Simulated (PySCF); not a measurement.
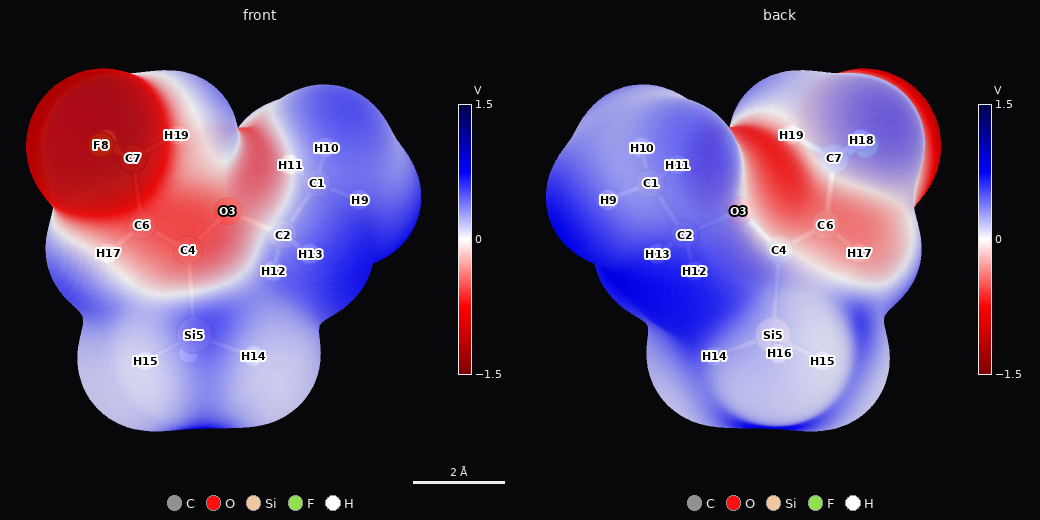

*C5H11FOSi (SMILES CCO/C([SiH3])=C\CF). The molecular electrostatic potential painted on the density surface at 0.001 e/bohr³, seen from the front and from behind; red is negative and blue positive.*

Geometry: GFN2-xTB.

Method: PBE0/pcSseg-1, SCF density, gas phase, non-relativistic in PySCF.

Input file:

```
{"job": {"kind": "nmr", "xc": "PBE0", "basis": "pcSseg-1"}, "charge": 0, "multiplicity": 1}
C     -2.585561    -1.090608    -0.223922
C     -1.619606     0.080670    -0.132743
O     -0.323681    -0.442091     0.060788
C      0.730986     0.431286     0.103256
Si     0.588635     2.240877    -0.442646
C      1.908231    -0.063931     0.501617
C      2.106373    -1.483552     0.919391
F      3.154488    -1.592757     1.805374
H     -3.599211    -0.725628    -0.362395
H     -2.539413    -1.679557     0.687952
H     -2.316494    -1.728444    -1.061420
H     -1.657894     0.675398    -1.055453
H     -1.893459     0.731460     0.708979
H     -0.441562     2.932904     0.337462
H      1.892828     2.854170    -0.220597
H      0.230263     2.309542    -1.863439
H      2.782965     0.562974     0.526395
H      2.358696    -2.125681     0.064845
H      1.213611    -1.877782     1.415632
```

Launched as:

```sh
OMP_NUM_THREADS=1 python probes_run.py task.json out
```

### Where is the surface potential most negative and most positive?

The most negative region (about −1.2 V, or −28 kcal/mol for a unit charge) lies over F8, the most positive (about +0.8 V, or +18 kcal/mol for a unit charge) over C2 and Si5.

### How polar is the molecule by this calculation?

Its dipole moment is 3.11 D.
